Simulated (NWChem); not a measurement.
# [C3H3]− (SMILES [C-]#CC): levels of theory compared

Wanted: a comparison of 6 runs (HF/STO-3G, HF/6-31G**, B3LYP/6-31G*, PBE0/def2-SVP, MP2/3-21G, MP2/6-31G**) of [C3H3]−. 

The results are computed with NWChem 7.3.0.

**1. Starting point**

The species is [C3H3]− (6 atoms), meant as a singlet with charge -1. As SMILES, `[C-]#CC`. Geometry: relaxed at GFN2-xTB.

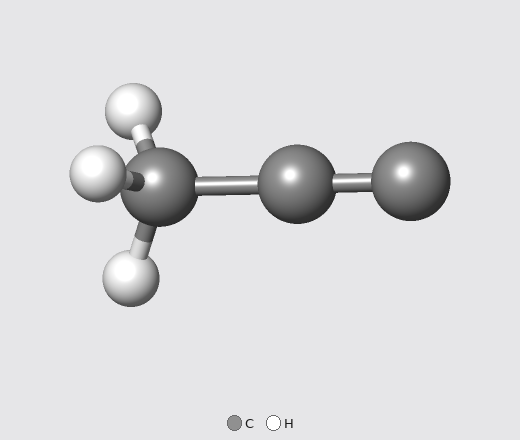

The structure, seen from a chosen angle (carbon grey, hydrogen white).

**2. Energy and forces at HF/STO-3G (run 1)**

Contents of nw.xyz:

```xyz
6

C      0.201240    -1.998200     0.964310
C      0.087170    -0.896470     0.432920
C     -0.044280     0.441560    -0.213210
H     -0.895410     0.483420    -0.921810
H      0.860510     0.720060    -0.789080
H     -0.209240     1.249630     0.526870
```

Contents of nw.nw:

```
start nw
memory 2200 mb
charge -1

geometry noautosym nocenter noautoz
load format xyz nw.xyz
end

basis spherical bse
C library STO-3G
H library STO-3G
end

scf
thresh 1e-08
maxiter 80
end

task scf gradient
```

On the command line:

```console
$ nwchem nw.nw > nw.out
```

Standard output:

```text
[...]
  functions       =    18
[...]
  wavefunction    = RHF
[...]
         Total SCF energy =   -113.653138466664
      One-electron energy =   -263.885982655903
      Two-electron energy =     98.186299685625
 Nuclear repulsion energy =     52.046544503614
        Time for solution =      0.4s
[...]
                         RHF ENERGY GRADIENTS
    atom               coordinates                        gradient
                 x          y          z           x          y          z
   1 C       0.380288  -3.776050   1.822282    0.007129  -0.067238   0.032408
   2 C       0.164727  -1.694083   0.818100   -0.006946   0.063525  -0.030538
   3 C      -0.083677   0.834427  -0.402908    0.000038   0.003008  -0.001493
   4 H      -1.692080   0.913531  -1.741968   -0.009401  -0.003567  -0.006184
   5 H       1.626128   1.360716  -1.491145    0.010670  -0.000840  -0.004606
   6 H      -0.395406   2.361458   0.995640   -0.001491   0.005111   0.010413
[...]
```

It took 1.1 s on 1 thread of Intel Xeon Platinum 8259CL at 2.50GHz (Skylake/Cascade Lake), shared host; peak memory 0.1 GiB.

**3. Energy and forces at HF/6-31G(d,p) (spherical functions) (run 2)**

Contents of c3h3.nw:

```
start c3h3
title "C3H3 hf"
memory stack 880 mb heap 220 mb global 1100 mb
charge -1

geometry units angstrom noautosym nocenter noautoz
  C      0.201240    -1.998200     0.964310
  C      0.087170    -0.896470     0.432920
  C     -0.044280     0.441560    -0.213210
  H     -0.895410     0.483420    -0.921810
  H      0.860510     0.720060    -0.789080
  H     -0.209240     1.249630     0.526870
end

basis spherical bse
  * library 6-31G**
end

scf
  thresh 1e-08
  maxiter 80
  print low
end

task scf gradient
```

On the command line:

```console
$ nwchem c3h3.nw > c3h3.out
```

Standard output:

```text
[...]
  functions       =    57
[...]
  wavefunction    = RHF
[...]
         Total SCF energy =   -115.219139415698
      One-electron energy =   -262.960925924075
      Two-electron energy =     95.695242004763
 Nuclear repulsion energy =     52.046544503614
        Time for solution =      3.7s
[...]
                         RHF ENERGY GRADIENTS
    atom               coordinates                        gradient
                 x          y          z           x          y          z
   1 C       0.380288  -3.776050   1.822282    0.000435  -0.002874   0.001368
   2 C       0.164727  -1.694083   0.818100    0.000678  -0.009953   0.004889
   3 C      -0.083677   0.834427  -0.402908   -0.000313   0.005612  -0.002747
   4 H      -1.692080   0.913531  -1.741968   -0.007742  -0.000647  -0.006023
   5 H       1.626128   1.360716  -1.491145    0.008348   0.001549  -0.004768
   6 H      -0.395406   2.361458   0.995640   -0.001405   0.006314   0.007281
 Task  times  cpu:        4.4s     wall:        4.4s
 Total times  cpu:        4.4s     wall:        4.4s
```

Run time: 5.1 s. Hardware: 1 thread of Intel Xeon Platinum 8259CL at 2.50GHz (Skylake/Cascade Lake), shared host; peak memory 0.1 GiB.

Run 3 isn't shown in full; the table further down has it.

**4. Energy and gradient at PBE0/def2-SVP (run 4)**

Contents of c3h3.nw:

```
start c3h3
memory 2200 mb
charge -1

geometry noautosym nocenter noautoz
 C      0.201240    -1.998200     0.964310
 C      0.087170    -0.896470     0.432920
 C     -0.044280     0.441560    -0.213210
 H     -0.895410     0.483420    -0.921810
 H      0.860510     0.720060    -0.789080
 H     -0.209240     1.249630     0.526870
end

basis spherical bse
 C library def2-SVP
 H library def2-SVP
end

dft
 xc pbe0
 grid xfine
 convergence energy 1e-08
 iterations 100
 mulliken
end

task dft gradient
```

On the command line:

```console
$ nwchem c3h3.nw > c3h3.out
```

Standard output:

```text
[...]
          Wavefunction type:  closed shell.
          No. of atoms     :     6
          No. of electrons :    22
[...]
          Charge           :    -1
          Spin multiplicity:     1
[...]
          AO basis - number of functions:    57
[...]
              XC Information
              --------------
                         PBE0 Method XC Functional
                     Hartree-Fock (Exact) Exchange  0.250
          PerdewBurkeErnzerhof Exchange Functional  0.750
            Perdew 1991 LDA Correlation Functional  1.000 local
           PerdewBurkeErnz. Correlation Functional  1.000 non-local
[...]
 d= 0,ls=0.0,diis     1   -115.6277856531 -1.68D+02  3.66D-02  9.19D-01     1.9
[...]
 d= 0,ls=0.0,diis    10   -115.7805475931 -5.71D-09  1.07D-06  1.49D-09    15.6
         Total DFT energy =     -115.780547593063
      One electron energy =     -262.944811441918
           Coulomb energy =      112.465034668219
    Exchange-Corr. energy =      -17.347315322978
 Nuclear repulsion energy =       52.046544503614
[...]
      Total Density - Mulliken Population Analysis
     ---------------------------------------------
    Atom       Charge   Shell Charges
 -----------   ------   -------------------------------------------------------
    1 C    6     6.89   1.99  0.94  1.20  1.76  0.97  0.03
    2 C    6     6.09   1.99  0.88  0.21  2.05  0.94  0.02
    3 C    6     6.00   1.99  0.90  0.05  2.08  0.94  0.03
    4 H    1     1.01   0.74  0.24  0.02
    5 H    1     1.01   0.74  0.24  0.02
    6 H    1     1.01   0.74  0.24  0.02
[...]
  wavefunction    = closed shell
                         DFT ENERGY GRADIENTS
    atom               coordinates                        gradient
                 x          y          z           x          y          z
   1 C       0.380288  -3.776050   1.822282   -0.003506   0.035024  -0.016909
   2 C       0.164727  -1.694083   0.818100    0.004797  -0.049503   0.023955
   3 C      -0.083677   0.834427  -0.402908   -0.001675   0.019318  -0.009346
   4 H      -1.692080   0.913531  -1.741968    0.000263  -0.001542   0.000839
   5 H       1.626128   1.360716  -1.491145   -0.000068  -0.001560   0.000862
   6 H      -0.395406   2.361458   0.995640    0.000189  -0.001737   0.000599
[...]
```

Wall time 19 s (1 thread of Intel Xeon Platinum 8259CL at 2.50GHz (Skylake/Cascade Lake), shared host); peak memory 0.13 GiB.

Run 5 isn't shown in full; the table further down has it.

**5. Energy and gradient at MP2/6-31G(d,p) (spherical functions) (run 6)**

Contents of geom.nw:

```
start geom
memory stack 880 mb heap 220 mb global 1100 mb
charge -1

geometry units angstrom noautosym nocenter noautoz
  C     0.201240   -1.998200    0.964310
  C     0.087170   -0.896470    0.432920
  C    -0.044280    0.441560   -0.213210
  H    -0.895410    0.483420   -0.921810
  H     0.860510    0.720060   -0.789080
  H    -0.209240    1.249630    0.526870
end

basis spherical bse
  * library 6-31G**
end

scf
  nopen 0
  rhf
  thresh 1e-08
  maxiter 80
end

mp2
  freeze core 3
  tight
end

task mp2 gradient
```

On the command line:

```console
$ nwchem geom.nw > geom.out
```

Standard output:

```text
[...]
  functions       =    57
[...]
  wavefunction    = RHF
[...]
         Total SCF energy =   -115.219139415698
      One-electron energy =   -262.960925924075
      Two-electron energy =     95.695242004763
 Nuclear repulsion energy =     52.046544503614
        Time for solution =      3.7s
[...]
          Total MP2 energy          -115.611350428042
[...]
                         mp2 ENERGY GRADIENTS
    atom               coordinates                        gradient
                 x          y          z           x          y          z
   1 C       0.380288  -3.776050   1.822282   -0.005449   0.053676  -0.025904
   2 C       0.164727  -1.694083   0.818100    0.006485  -0.065432   0.031636
   3 C      -0.083677   0.834427  -0.402908   -0.000734   0.009652  -0.004686
   4 H      -1.692080   0.913531  -1.741968   -0.005427  -0.001466  -0.003810
   5 H       1.626128   1.360716  -1.491145    0.006026   0.000097  -0.002901
   6 H      -0.395406   2.361458   0.995640   -0.000901   0.003473   0.005666
[...]
```

Run time: 9.6 s. Hardware: 1 thread of Intel Xeon Platinum 8259CL at 2.50GHz (Skylake/Cascade Lake), shared host; peak memory 0.13 GiB.

**6. Overview of the runs**

```csv
run,level,iteration cap,module,energy (Eh),HOMO energy (eV),LUMO energy (eV),HOMO–LUMO gap (eV),wall time
1,HF/STO-3G,80,scf,-113.653138,1.69,20.82,19.14,1.1 s
2,HF/6-31G** (spherical functions),80,scf,-115.219139,–,–,–,5.1 s
3,B3LYP/6-31G* (spherical functions),100,dft,-116.000138,0.97,7.61,6.65,16 s
4,PBE0/def2-SVP,100,dft,-115.780548,0.19,6.43,6.25,19 s
5,MP2/3-21G,80,mp2,-114.834275,-2.23,12.48,14.71,1.8 s
6,MP2/6-31G** (spherical functions),80,mp2,-115.611350,-2.24,11.36,13.61,9.6 s
```

**7. Outcome**

| quantity | value |
| --- | --- |
| run 6: total energy | -115.61135 Eh |
| run 6: HOMO energy (Hartree–Fock orbitals) | -2.24 eV |
| run 6: LUMO energy (Hartree–Fock orbitals) | 11.36 eV |
| run 6: HOMO–LUMO gap (to an unbound level, set by the basis) | 13.61 eV |
| run 6: correlation energy (3 core orbitals frozen) | -392.2 mEh |
| run 6: largest force on an atom | 3.752 eV/Å |

**Reading.** Over runs 1, 3, 4 the HOMO–LUMO gap runs from 6.25 eV (PBE0/def2-SVP) to 19.14 eV (HF/STO-3G). The two ends differ in method and basis. The empty levels of an anion lie above zero and hang on the basis. Totals of different functionals can't be ranked against each other. In runs 1, 3, 4 the HOMO lies above zero, so the outermost electron may be held by the basis alone. In run 1 the basis is minimal, so the values are rough. All runs together took 53 s, the longest 19 s.
